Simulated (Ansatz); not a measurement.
# Run report: Si₁₀H₅Cl, nudged elastic band (part 1 of 3)

Si₁₀H₅Cl (slab, 32 atoms in the cell), computed with DFT PBE, scalar-relativistic, plane waves, PAW, PAW set soft_1, no spin polarisation (Ansatz 0.2.0).

The input holds or restrains some coordinates. It belongs to a series of runs on one base structure; here: band between the two ends.

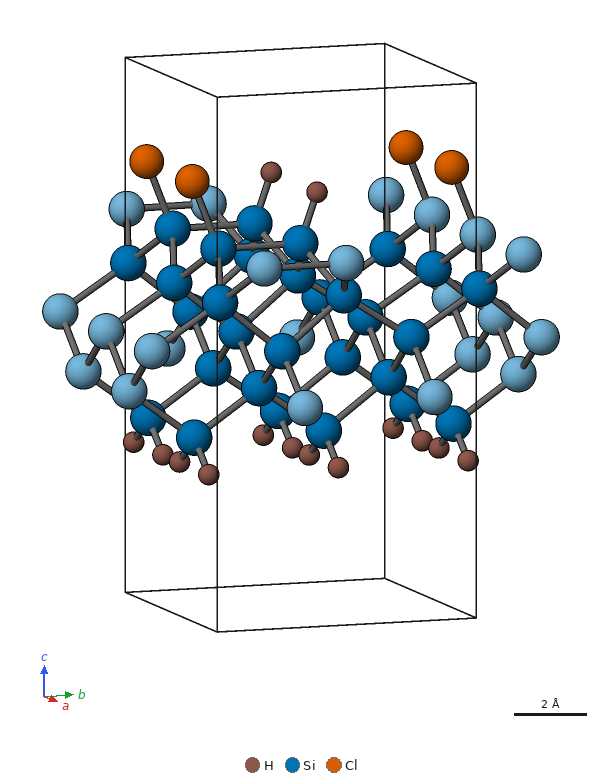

**Figure 1.** The starting structure (ball-and-stick view of the cell of the calculation, with the vacuum cut short, seen slightly off an axis; neighbours outside the cell are drawn fainter). An atom can appear more than once, as a periodic image.

Results in brief

```csv
quantity,value
outcome,converged under the restraints of the input
"barrier, forward",2.188 eV
"barrier, backward",2.188 eV
electrons treated,104
hardware,"2 threads of Arm Neoverse N1, 24 GiB of memory available, shared host"
wall time,44 min (CPU time 76 min)
peak memory,2.7 GiB
```

Input
```yaml
crystal:
  lattice:
    - [7.67918, 0.0, 0.0]
    - [0.0, 7.67918, 0.0]
    - [0.0, 0.0, 18.254362]
  atoms:
    - { symbol: H, position: [0.409392, 0.0, 0.0547814] }
    - { symbol: H, position: [0.090608, 0.0, 0.0547814] }
    - { symbol: H, position: [0.909392, 0.0, 0.0547814] }
    - { symbol: H, position: [0.590608, 0.0, 0.0547814] }
    - { symbol: H, position: [0.409392, 0.5, 0.0547814] }
    - { symbol: H, position: [0.090608, 0.5, 0.0547814] }
    - { symbol: H, position: [0.909392, 0.5, 0.0547814] }
    - { symbol: H, position: [0.590608, 0.5, 0.0547814] }
    - { symbol: Si, position: [0.25, 0.0, 0.1021948] }
    - { symbol: Si, position: [0.75, 0.0, 0.1021948] }
    - { symbol: Si, position: [0.25, 0.5, 0.1021948] }
    - { symbol: Si, position: [0.75, 0.5, 0.1021948] }
    - { symbol: Si, position: [0.25026556, 0.25008781, 0.17339981] }
    - { symbol: Si, position: [0.75030241, 0.25007235, 0.17340645] }
    - { symbol: Si, position: [0.24992488, 0.74987622, 0.1795042] }
    - { symbol: Si, position: [0.74994755, 0.74989314, 0.17950099] }
    - { symbol: Si, position: [0.00029062, 0.25128736, 0.24585971] }
    - { symbol: Si, position: [0.50027156, 0.25135315, 0.2458327] }
    - { symbol: Si, position: [-9.861e-05, 0.74930776, 0.25691325] }
    - { symbol: Si, position: [0.49991249, 0.7492918, 0.25689651] }
    - { symbol: Si, position: [-0.00034637, 0.01159996, 0.32613905] }
    - { symbol: Si, position: [0.4996036, 0.01162436, 0.32607694] }
    - { symbol: Si, position: [-0.00026058, 0.48835084, 0.32731951] }
    - { symbol: Si, position: [0.49979755, 0.4883717, 0.32733475] }
    - { symbol: Si, position: [0.24965855, 0.09401199, 0.39261878] }
    - { symbol: Si, position: [0.74957471, 0.09384628, 0.39259258] }
    - { symbol: Si, position: [0.24971245, 0.4092785, 0.39415044] }
    - { symbol: Si, position: [0.74973283, 0.40915201, 0.39419139] }
    - { symbol: H, position: [0.249502, 0.4740621, 0.47166089] }
    - { symbol: H, position: [0.74961068, 0.47386439, 0.47171259] }
    - { symbol: Cl, position: [0.25061716, 0.99367711, 0.49897854] }
    - { symbol: Cl, position: [0.75014758, 0.99296567, 0.49887129] }
basis:
  ecutwfc: 420.0
kpoints:
  mp_grid: { grid: [2, 2, 1] }
hamiltonian:
  xc: pbe
  pseudopotentials: { kind: paw, azcp: { folder: soft_1 } }
scf:
  occupations: { method: fermi_dirac, width: 0.02 }
  lower_state_search: "off"
neb:
  images: 5
  f_tol: 0.03
  initial_path: linear
  max_iterations: 29
  spring: 1.0
  constraints: [{ sites: [0, 1, 2, 3, 4, 5, 6, 7, 8, 9, 10, 11] }]
  final_atoms:
    - { symbol: H, position: [0.40939201, 0.0, 0.05478143] }
    - { symbol: H, position: [0.09060797, 0.0, 0.05478143] }
    - { symbol: H, position: [0.90939198, 0.0, 0.05478143] }
    - { symbol: H, position: [0.59060795, 0.0, 0.05478143] }
    - { symbol: H, position: [0.40939201, 0.49999998, 0.05478143] }
    - { symbol: H, position: [0.09060797, 0.49999998, 0.05478143] }
    - { symbol: H, position: [0.90939198, 0.49999998, 0.05478143] }
    - { symbol: H, position: [0.59060795, 0.49999998, 0.05478143] }
    - { symbol: Si, position: [0.24999999, 0.0, 0.10219475] }
    - { symbol: Si, position: [0.74999997, 0.0, 0.10219475] }
    - { symbol: Si, position: [0.24999999, 0.49999998, 0.10219475] }
    - { symbol: Si, position: [0.74999997, 0.49999998, 0.10219475] }
    - { symbol: Si, position: [0.25030211, 0.25007242, 0.17340635] }
    - { symbol: Si, position: [0.75026521, 0.2500879, 0.1733997] }
    - { symbol: Si, position: [0.24994767, 0.74989271, 0.17950087] }
    - { symbol: Si, position: [0.74992499, 0.74987585, 0.17950407] }
    - { symbol: Si, position: [0.00027129, 0.25135354, 0.24583259] }
    - { symbol: Si, position: [0.5002903, 0.25128765, 0.24585962] }
    - { symbol: Si, position: [-8.734e-05, 0.74929081, 0.2568962] }
    - { symbol: Si, position: [0.49990154, 0.74930675, 0.25691295] }
    - { symbol: Si, position: [-0.00039588, 0.0116235, 0.32607625] }
    - { symbol: Si, position: [0.49965404, 0.01159904, 0.32613838] }
    - { symbol: Si, position: [-0.00020203, 0.48837176, 0.32733511] }
    - { symbol: Si, position: [0.49973989, 0.48835085, 0.32731984] }
    - { symbol: Si, position: [0.24957526, 0.09384693, 0.39259112] }
    - { symbol: Si, position: [0.74965907, 0.09401275, 0.39261717] }
    - { symbol: Si, position: [0.24973339, 0.40914991, 0.39419124] }
    - { symbol: Si, position: [0.74971293, 0.40927638, 0.39415037] }
    - { symbol: H, position: [0.2496117, 0.47384657, 0.47171473] }
    - { symbol: H, position: [0.74950249, 0.47404395, 0.47166316] }
    - { symbol: Cl, position: [0.75061789, 0.99368996, 0.49897752] }
    - { symbol: Cl, position: [1.2501481, 0.99297862, 0.49887056] }
  order_check: true
```

Run as:
```bash
ansatz run input.yaml --threads 2 --pin off --max-ram 5120MiB --backend cpu --events-out ev --progress --plain --runs-dir out
```

Output
```
Warning: neb: disabling space-group detection — the band's intermediate images generally break the endpoint symmetry, so no spatial operation reduces the k-mesh or symmetrises the density, except that a semilocal band can use its path's symmetry ahead of convergence; time reversal is kept, so that k and −k are solved as one point where they differ and the mesh holds both, and exact exchange and, on two spinor components, a DFT+U term hold to it where the run has them: on two components no moment then forms, and a state that bears one, which a typed moment (crystal.atoms[].spin; refused beside efield: under a hybrid functional) reaches, can lie lower, under hf by electronvolts; crystal.symmetry.detect: false (a key that needs symmetry detection or time reversal refuses this as the deck is read) with time_reversal: false beside it drops time reversal too
Engine: ansatz 0.2.0, aarch64-unknown-linux-gnu
Pseudopotentials: kind: paw
Pseudopotential: H, paw, valence charge 1, recommended cutoff 420 eV (normal), [file]
Pseudopotential: Si, paw, valence charge 4, recommended cutoff 420 eV (normal), [file]
Pseudopotential: Cl, paw, valence charge 7, recommended cutoff 420 eV (normal), [file]
Functional definition: PBE
  parameter kappa = 0.804
  parameter beta = 0.06672455060314922
  exchange = pbe_x(kappa = kappa, mu = beta*pi^2/3)
  correlation = pbe_c(beta = beta)
parallel-image band execution: 2 concurrent image workers
NEB image 0
Crystal: 32 atoms, lattice volume = 1076.456 Å³
Basis set: ecut = 420 eV, 21001 PW (Γ), exchange–correlation on 108×108×250 points (8 copies of the dense FFT grid, shifted against one another)
Bands: 84, of which v1, the nominal top of the filled ones, is band 52 counted from 1 (51 counted from 0)
Symmetry: 1 space group operations
k-points: 4
Non-local potential: H, projectors of the file, l = 0: 2, l = 1: 1
Non-local potential: Si, projectors of the file, l = 0: 2, l = 1: 2, l = 2: 1
Non-local potential: Cl, projectors of the file, l = 0: 2, l = 1: 2, l = 2: 1
PAW form: soft (Blöchl's): semilocal exchange-correlation on the pseudo side does not see the compensation charge
PAW one-centre angular grid: H, 110 points (default); XC on 64 Gauss nodes
PAW one-centre angular grid: Si, 110 points (default); XC on 64 Gauss nodes
PAW one-centre angular grid: Cl, 110 points (default); XC on 64 Gauss nodes
Initial density: superposition of atomic densities (neutral atoms: chi_scale 0, normalization atom)
Initial wavefunctions: pseudopotential atomic-orbital guess
Functional: x = pbe(κ = 0.804, μ = 0.2195149727645171), c = pbe(β = 0.06672455060314922)
SCF iter   1: F=—  HF=-15038.484725 eV  |F-HF|=—  |Δ(HF+E_count)|=         —  Δρ=4.15e-2  dr2=1.73e1  ethr=3.10e-3  ⟨swp⟩=9.0  Hψ=2077  notcnv=0  defer=46
preconditioner: auto → Resta (q_TF=auto, 1.848 Å⁻¹)  ε∞=2.7  [insulator: Δε(μ)=1.470 eV  Ē_g=8.765 eV  σ=0.020 eV  W_gap=1.00  n_scr=110 (ndim 8)  ℏωp=11.3 eV  f_vac=0.414  D(μ)=0.00/eV (n_scr^D=0)  ε∞_Penn≈2.7  vacuum switching on, ρ_ref=5.6e-3 e/Å³]
SCF iter   2: F=—  HF=-15034.559856 eV  |F-HF|=—  |Δ(HF+E_count)|=    3.92e0  Δρ=2.02e-2  dr2=4.33e0  ethr=3.10e-3  ⟨swp⟩=3.0  Hψ=572  notcnv=0  defer=106
SCF iter   3: F=—  HF=-15033.494929 eV  |F-HF|=—  |Δ(HF+E_count)|=    1.06e0  Δρ=2.70e-3  dr2=5.88e-1  ethr=3.10e-3  ⟨swp⟩=3.0  Hψ=480  notcnv=0  defer=105
SCF iter   4: F=—  HF=-15033.434334 eV  |F-HF|=—  |Δ(HF+E_count)|=   6.06e-2  Δρ=1.40e-3  dr2=8.06e-2  ethr=5.65e-4  ⟨swp⟩=3.0  Hψ=414  notcnv=0  defer=105
SCF iter   5: F=—  HF=-15033.435866 eV  |F-HF|=—  |Δ(HF+E_count)|=   1.53e-3  Δρ=5.83e-4  dr2=6.49e-3  ethr=7.75e-5  ⟨swp⟩=3.0  Hψ=361  notcnv=0  defer=105
SCF iter   6: F=—  HF=-15033.438350 eV  |F-HF|=—  |Δ(HF+E_count)|=   2.48e-3  Δρ=1.85e-4  dr2=8.51e-4  ethr=6.24e-6  ⟨swp⟩=3.0  Hψ=433  notcnv=0  defer=105
SCF iter   7: F=—  HF=-15033.438686 eV  |F-HF|=—  |Δ(HF+E_count)|=   3.36e-4  Δρ=5.22e-5  dr2=8.39e-5  ethr=8.19e-7  ⟨swp⟩=2.0  Hψ=396  notcnv=0  defer=105
SCF iter   8: F=—  HF=-15033.438554 eV  |F-HF|=—  |Δ(HF+E_count)|=   1.32e-4  Δρ=1.84e-5  dr2=4.65e-6  ethr=8.06e-8  ⟨swp⟩=2.0  Hψ=471  notcnv=0  defer=105
SCF iter   9: F=—  HF=-15033.438559 eV  |F-HF|=—  |Δ(HF+E_count)|=   4.62e-6  Δρ=6.42e-6  dr2=8.27e-7  ethr=4.47e-9  ⟨swp⟩=2.0  Hψ=429  notcnv=0  defer=105
SCF iter  10: F=-15033.438559 eV  HF=-15033.438559 eV  |F-HF|=2.75e-8  |Δ(HF+E_count)|=   3.65e-7  Δρ=1.69e-6  dr2=5.58e-8  ethr=9.62e-11  ⟨swp⟩=4.0  Hψ=1300  notcnv=0
SCF 1 converged in 10 iterations: F = -15033.438559 eV  dr2 = 5.58e-8
  greatest PAW one-centre occupation: 0.905 electrons in one spin orbital (limit 2), on the Cl atom at site 30 (counted from 0), in its partial waves of l = 0
NSCF: frozen V_eff on 4 k-points
NEB image 6
SCF iter   1: F=—  HF=-15038.484814 eV  |F-HF|=—  |Δ(HF+E_count)|=         —  Δρ=4.15e-2  dr2=1.73e1  ethr=3.10e-3  ⟨swp⟩=9.0  Hψ=2077  notcnv=0  defer=46
SCF iter   2: F=—  HF=-15034.559874 eV  |F-HF|=—  |Δ(HF+E_count)|=    3.92e0  Δρ=2.02e-2  dr2=4.33e0  ethr=3.10e-3  ⟨swp⟩=3.0  Hψ=572  notcnv=0  defer=106
SCF iter   3: F=—  HF=-15033.494690 eV  |F-HF|=—  |Δ(HF+E_count)|=    1.07e0  Δρ=2.70e-3  dr2=5.87e-1  ethr=3.10e-3  ⟨swp⟩=3.0  Hψ=480  notcnv=0  defer=105
SCF iter   4: F=—  HF=-15033.434325 eV  |F-HF|=—  |Δ(HF+E_count)|=   6.04e-2  Δρ=1.40e-3  dr2=8.07e-2  ethr=5.64e-4  ⟨swp⟩=3.0  Hψ=414  notcnv=0  defer=105
SCF iter   5: F=—  HF=-15033.435847 eV  |F-HF|=—  |Δ(HF+E_count)|=   1.52e-3  Δρ=5.83e-4  dr2=6.49e-3  ethr=7.76e-5  ⟨swp⟩=3.0  Hψ=361  notcnv=0  defer=105
SCF iter   6: F=—  HF=-15033.438334 eV  |F-HF|=—  |Δ(HF+E_count)|=   2.49e-3  Δρ=1.85e-4  dr2=8.51e-4  ethr=6.24e-6  ⟨swp⟩=3.0  Hψ=433  notcnv=0  defer=105
SCF iter   7: F=—  HF=-15033.438674 eV  |F-HF|=—  |Δ(HF+E_count)|=   3.40e-4  Δρ=5.22e-5  dr2=8.40e-5  ethr=8.18e-7  ⟨swp⟩=2.0  Hψ=396  notcnv=0  defer=105
SCF iter   8: F=—  HF=-15033.438552 eV  |F-HF|=—  |Δ(HF+E_count)|=   1.22e-4  Δρ=1.84e-5  dr2=4.65e-6  ethr=8.08e-8  ⟨swp⟩=2.0  Hψ=471  notcnv=0  defer=105
SCF iter   9: F=—  HF=-15033.438556 eV  |F-HF|=—  |Δ(HF+E_count)|=   4.63e-6  Δρ=6.42e-6  dr2=8.26e-7  ethr=4.47e-9  ⟨swp⟩=2.0  Hψ=429  notcnv=0  defer=105
SCF iter  10: F=-15033.438557 eV  HF=-15033.438557 eV  |F-HF|=2.75e-8  |Δ(HF+E_count)|=   3.65e-7  Δρ=1.69e-6  dr2=5.59e-8  ethr=9.62e-11  ⟨swp⟩=4.0  Hψ=1300  notcnv=0
SCF 2 converged in 10 iterations: F = -15033.438557 eV  dr2 = 5.59e-8
NSCF: frozen V_eff on 4 k-points
NEB end point (image 0): max|allowed force component| = 2.809e-2 eV/Å (the criterion of neb.relax_end_points is 1.000e-2)
NEB end point (image 6): max|allowed force component| = 2.844e-2 eV/Å (the criterion of neb.relax_end_points is 1.000e-2)
NEB image 1
SCF iter   1: F=—  HF=-15038.089638 eV  |F-HF|=—  |Δ(HF+E_count)|=         —  Δρ=4.15e-2  dr2=1.72e1  ethr=3.10e-3  ⟨swp⟩=8.8  Hψ=2043  notcnv=0  defer=49
[...]
preconditioner: auto → Resta (q_TF=auto, 1.848 Å⁻¹)  ε∞=2.6  [insulator: Δε(μ)=1.532 eV  Ē_g=9.105 eV  σ=0.020 eV  W_gap=1.00  n_scr=110 (ndim 8)  ℏωp=11.5 eV  f_vac=0.413  D(μ)=0.00/eV (n_scr^D=0)  ε∞_Penn≈2.6  vacuum switching on, ρ_ref=6.0e-3 e/Å³]
  greatest PAW one-centre occupation: 0.906 electrons in one spin orbital (limit 2), on the Cl atom at site 30 (counted from 0), in its partial waves of l = 0
NEB image 2
preconditioner: auto → Resta (q_TF=auto, 1.848 Å⁻¹)  ε∞=2.7  [insulator: Δε(μ)=1.600 eV  Ē_g=8.982 eV  σ=0.020 eV  W_gap=1.00  n_scr=110 (ndim 8)  ℏωp=11.5 eV  f_vac=0.413  D(μ)=0.00/eV (n_scr^D=0)  ε∞_Penn≈2.7  vacuum switching on, ρ_ref=5.9e-3 e/Å³]
  greatest PAW one-centre occupation: 0.908 electrons in one spin orbital (limit 2), on the Cl atom at site 30 (counted from 0), in its partial waves of l = 0
NEB image 3
preconditioner: auto → Resta (q_TF=auto, 1.848 Å⁻¹)  ε∞=2.7  [insulator: Δε(μ)=1.276 eV  Ē_g=8.920 eV  σ=0.020 eV  W_gap=1.00  n_scr=110 (ndim 8)  ℏωp=11.5 eV  f_vac=0.412  D(μ)=0.00/eV (n_scr^D=0)  ε∞_Penn≈2.7  vacuum switching on, ρ_ref=5.8e-3 e/Å³]
  greatest PAW one-centre occupation: 0.909 electrons in one spin orbital (limit 2), on the Cl atom at site 31 (counted from 0), in its partial waves of l = 0
NEB image 4
preconditioner: auto → Resta (q_TF=auto, 1.848 Å⁻¹)  ε∞=2.7  [insulator: Δε(μ)=1.598 eV  Ē_g=8.984 eV  σ=0.020 eV  W_gap=1.00  n_scr=110 (ndim 8)  ℏωp=11.5 eV  f_vac=0.413  D(μ)=0.00/eV (n_scr^D=0)  ε∞_Penn≈2.7  vacuum switching on, ρ_ref=5.9e-3 e/Å³]
  greatest PAW one-centre occupation: 0.908 electrons in one spin orbital (limit 2), on the Cl atom at site 31 (counted from 0), in its partial waves of l = 0
NEB image 5
preconditioner: auto → Resta (q_TF=auto, 1.848 Å⁻¹)  ε∞=2.6  [insulator: Δε(μ)=1.528 eV  Ē_g=9.108 eV  σ=0.020 eV  W_gap=1.00  n_scr=110 (ndim 8)  ℏωp=11.5 eV  f_vac=0.413  D(μ)=0.00/eV (n_scr^D=0)  ε∞_Penn≈2.6  vacuum switching on, ρ_ref=6.0e-3 e/Å³]
  greatest PAW one-centre occupation: 0.906 electrons in one spin orbital (limit 2), on the Cl atom at site 31 (counted from 0), in its partial waves of l = 0
NEB iter   1: max|band force component| = 1.274e0 eV/Å  barrier→ = 2.8495 eV  barrier← = 2.8495 eV  Δτ_max = 0.2000 Å  (73 SCF iters)
NEB image 1
Initial density: handed on by an earlier stage of this run
Initial wavefunctions: those handed on with the density
preconditioner: auto → Resta (q_TF=auto, 1.848 Å⁻¹)  ε∞=2.7  [insulator: Δε(μ)=1.349 eV  Ē_g=8.850 eV  σ=0.020 eV  W_gap=1.00  n_scr=110 (ndim 8)  ℏωp=11.5 eV  f_vac=0.448  D(μ)=0.00/eV (n_scr^D=0)  ε∞_Penn≈2.7  vacuum switching on, ρ_ref=5.7e-3 e/Å³]
NEB image 2
preconditioner: auto → Resta (q_TF=auto, 1.848 Å⁻¹)  ε∞=2.7  [insulator: Δε(μ)=1.491 eV  Ē_g=8.748 eV  σ=0.020 eV  W_gap=1.00  n_scr=110 (ndim 8)  ℏωp=11.5 eV  f_vac=0.448  D(μ)=0.00/eV (n_scr^D=0)  ε∞_Penn≈2.7  vacuum switching on, ρ_ref=5.5e-3 e/Å³]
  greatest PAW one-centre occupation: 0.907 electrons in one spin orbital (limit 2), on the Cl atom at site 30 (counted from 0), in its partial waves of l = 0
NEB image 3
preconditioner: auto → Resta (q_TF=auto, 1.848 Å⁻¹)  ε∞=2.8  [insulator: Δε(μ)=1.066 eV  Ē_g=8.619 eV  σ=0.020 eV  W_gap=1.00  n_scr=110 (ndim 8)  ℏωp=11.5 eV  f_vac=0.447  D(μ)=0.00/eV (n_scr^D=0)  ε∞_Penn≈2.8  vacuum switching on, ρ_ref=5.4e-3 e/Å³]
NEB image 4
preconditioner: auto → Resta (q_TF=auto, 1.848 Å⁻¹)  ε∞=2.7  [insulator: Δε(μ)=1.487 eV  Ē_g=8.750 eV  σ=0.020 eV  W_gap=1.00  n_scr=110 (ndim 8)  ℏωp=11.5 eV  f_vac=0.448  D(μ)=0.00/eV (n_scr^D=0)  ε∞_Penn≈2.7  vacuum switching on, ρ_ref=5.6e-3 e/Å³]
  greatest PAW one-centre occupation: 0.907 electrons in one spin orbital (limit 2), on the Cl atom at site 31 (counted from 0), in its partial waves of l = 0
NEB image 5
preconditioner: auto → Resta (q_TF=auto, 1.848 Å⁻¹)  ε∞=2.7  [insulator: Δε(μ)=1.346 eV  Ē_g=8.852 eV  σ=0.020 eV  W_gap=1.00  n_scr=110 (ndim 8)  ℏωp=11.5 eV  f_vac=0.448  D(μ)=0.00/eV (n_scr^D=0)  ε∞_Penn≈2.7  vacuum switching on, ρ_ref=5.7e-3 e/Å³]
NEB iter   2: max|band force component| = 6.545e-1 eV/Å  barrier→ = 2.6318 eV  barrier← = 2.6318 eV  Δτ_max = 0.2000 Å  (43 SCF iters)
[... from here on the SCF iterations and repeated set-up lines of each step are left out, up to the last step ...]
NEB image 1
NEB image 2
NEB image 3
NEB image 4
NEB image 5
NEB iter   3: max|band force component| = 4.756e-1 eV/Å  barrier→ = 2.5518 eV  barrier← = 2.5518 eV  CI = image 3  Δτ_max = 0.2000 Å  (40 SCF iters)
NEB image 1
NEB image 2
NEB image 3
NEB image 4
NEB image 5
NEB iter   4: max|band force component| = 1.633e-1 eV/Å  barrier→ = 2.5115 eV  barrier← = 2.5115 eV  CI = image 3  Δτ_max = 0.1995 Å  (38 SCF iters)
NEB image 1
NEB image 2
NEB image 3
NEB image 4
NEB image 5
NEB iter   5: max|band force component| = 1.395e-1 eV/Å  barrier→ = 2.4933 eV  barrier← = 2.4933 eV  CI = image 3  Δτ_max = 0.0306 Å  (43 SCF iters)
NEB image 1
NEB image 2
NEB image 3
NEB image 4
NEB image 5
NEB iter   6: max|band force component| = 3.515e-2 eV/Å  barrier→ = 2.4878 eV  barrier← = 2.4878 eV  CI = image 3  Δτ_max = 0.0305 Å  (33 SCF iters)
NEB image 1
NEB image 2
NEB image 3
NEB image 4
NEB image 5
NEB iter   7: max|band force component| = 3.680e-2 eV/Å  barrier→ = 2.4870 eV  barrier← = 2.4870 eV  CI = image 3  Δτ_max = 0.0152 Å  (30 SCF iters)
NEB image 1
NEB image 2
NEB image 3
NEB image 4
NEB image 5
NEB iter   8: max|band force component| = 5.635e-2 eV/Å  barrier→ = 2.4858 eV  barrier← = 2.4858 eV  CI = image 3  Δτ_max = 0.0076 Å  (26 SCF iters)
NEB image 1
NEB image 2
NEB image 3
NEB image 4
NEB image 5
NEB iter   9: max|band force component| = 7.211e-2 eV/Å  barrier→ = 2.4847 eV  barrier← = 2.4847 eV  CI = image 3  Δτ_max = 0.0152 Å  (24 SCF iters)
NEB image 1
NEB image 2
NEB image 3
NEB image 4
NEB image 5
NEB iter  10: max|band force component| = 1.052e-1 eV/Å  barrier→ = 2.4817 eV  barrier← = 2.4817 eV  CI = image 3  Δτ_max = 0.0305 Å  (24 SCF iters)
NEB image 1
NEB image 2
NEB image 3
NEB image 4
NEB image 5
NEB iter  11: max|band force component| = 1.763e-1 eV/Å  barrier→ = 2.4726 eV  barrier← = 2.4726 eV  CI = image 3  Δτ_max = 0.0609 Å  (26 SCF iters)
NEB image 1
NEB image 2
NEB image 3
NEB image 4
NEB image 5
NEB iter  12: max|band force component| = 3.267e-1 eV/Å  barrier→ = 2.4439 eV  barrier← = 2.4439 eV  CI = image 3  Δτ_max = 0.1218 Å  (30 SCF iters)
NEB image 1
NEB image 2
NEB image 3
NEB image 4
NEB image 5
NEB iter  13: max|band force component| = 5.484e-1 eV/Å  barrier→ = 2.3555 eV  barrier← = 2.3555 eV  CI = image 3  Δτ_max = 0.1984 Å  (34 SCF iters)
NEB image 1
NEB image 2
NEB image 3
NEB image 4
NEB image 5
NEB iter  14: max|band force component| = 6.547e-1 eV/Å  barrier→ = 2.2737 eV  barrier← = 2.2737 eV  CI = image 3  Δτ_max = 0.0996 Å  (39 SCF iters)
NEB image 1
NEB image 2
NEB image 3
NEB image 4
NEB image 5
NEB iter  15: max|band force component| = 2.124e-1 eV/Å  barrier→ = 2.2088 eV  barrier← = 2.2088 eV  CI = image 3  Δτ_max = 0.0700 Å  (34 SCF iters)
NEB image 1
NEB image 2
NEB image 3
NEB image 4
NEB image 5
NEB iter  16: max|band force component| = 1.379e-1 eV/Å  barrier→ = 2.1954 eV  barrier← = 2.1954 eV  CI = image 3  Δτ_max = 0.1162 Å  (34 SCF iters)
```
